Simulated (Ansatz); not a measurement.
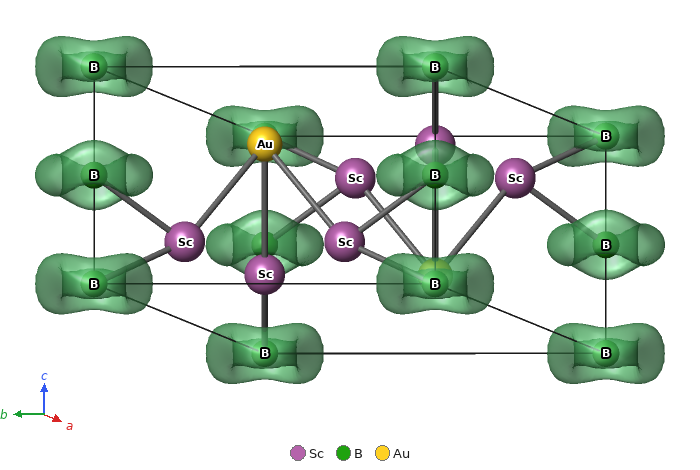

*Sc3BAu. Isosurface of the electron localisation function at 0.75 (green), seen at an oblique angle. Core shells and regions of very low density are left out. Sticks mark near contacts.*

Space group P6₃/mmc; a structure generated by program, which may or may not match a known phase.

These are results of DFT PBE, scalar-relativistic, plane waves, PAW in Ansatz, not measurements.

Core electrons are frozen (PAW), and the valence fields are smoothed inside the atomic spheres.

Question: Describe the localisation domains.

Answer: The surface consists of two regions wrapped around B (the valence shell of each), counted in one cell of 10 atoms. Regions shared between cells count once. Profiles from the grid: Sc–B (2.39 Å): the ELF peaks at about 0.75 in the valence shell of B, 0.8 Å from its nucleus, and is about 0.25 at the midpoint. Sc–Au (2.92 Å): the ELF is about 0.30 at the midpoint.
